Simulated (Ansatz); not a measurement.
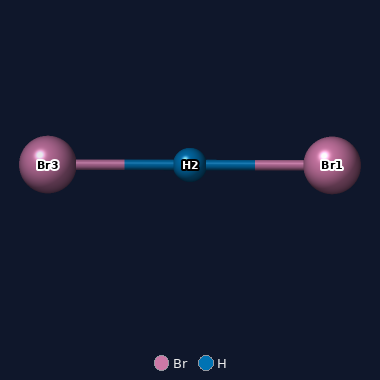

The system is Br⁻ + HBr; the picture shows the reference structure. The first coordinate is: distance Br1–H2; the second: distance H2–Br3. Nothing is relaxed (the angle Br1–H2–Br3 is fixed at 180 degrees). The grid has 17 × 17 points; 153 points were computed and 136 follow by symmetry. Points are written as (first, second). Energies: kJ/mol, counted from the lowest grid point. The reference is spin-restricted, so regions where a bond is pulled apart into radicals lie too high. The calculation used RKS PBE0-D4/def2-SVPD (Ansatz).

Its coordinates:

```xyz
3

Br   -1.7370    0.0000    0.0000
H     0.0000    0.0000    0.0000
Br    1.7370    0.0000    0.0000
```

Range: distance Br1–H2 from 1.208 to 3.608 Å; distance H2–Br3 from 1.208 to 3.608 Å.

Question: What will the energy surface look like?

Answer: The lowest grid point is at (1.737 Å, 1.737 Å). No other kind of well shows on this grid. The highest grid point, (1.208 Å, 1.208 Å), lies 754 kJ/mol above the lowest. Round the minimum the valley is strongly tilted: raising distance Br1–H2 shifts the best value of distance H2–Br3 downwards (coupling k₁₂/√(k₁₁k₂₂) about 0.8).

| distance H2–Br3 ↓, distance Br1–H2 → | 1.273 | 1.480 | 1.737 | 2.027 | 2.344 | 2.683 | 3.040 | 3.415 |
| --- | --- | --- | --- | --- | --- | --- | --- | --- |
| 3.415 | 108 | 69 | 131 | 227 | 315 | 384 | 433 | 468 |
| 3.040 | 99 | 56 | 112 | 202 | 286 | 352 | 400 | 433 |
| 2.683 | 89 | 40 | 87 | 169 | 246 | 307 | 352 | 384 |
| 2.344 | 83 | 23 | 56 | 124 | 191 | 246 | 286 | 315 |
| 2.027 | 92 | 11 | 22 | 72 | 124 | 169 | 202 | 227 |
| 1.737 | 138 | 23 | 0 | 22 | 56 | 87 | 112 | 131 |
| 1.480 | 263 | 94 | 23 | 11 | 23 | 40 | 56 | 69 |
| 1.273 | 500 | 263 | 138 | 92 | 83 | 89 | 99 | 108 |

The table holds every second grid line.

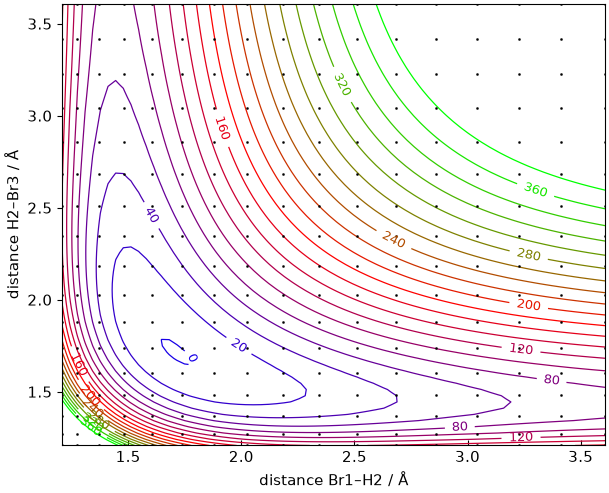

In the figure: contour lines labelled in kJ/mol (none above 380), dots at the grid points. Between grid points the surface is interpolated.

Each point was launched as `ansatz run input.yaml --threads 1 --pin off --max-ram 2560MiB --backend cpu --events-out ev --progress --plain --runs-dir out`. Time for the 153 points that were run: 8.6 min on 1 thread of Arm Neoverse V2, with other jobs on the host.
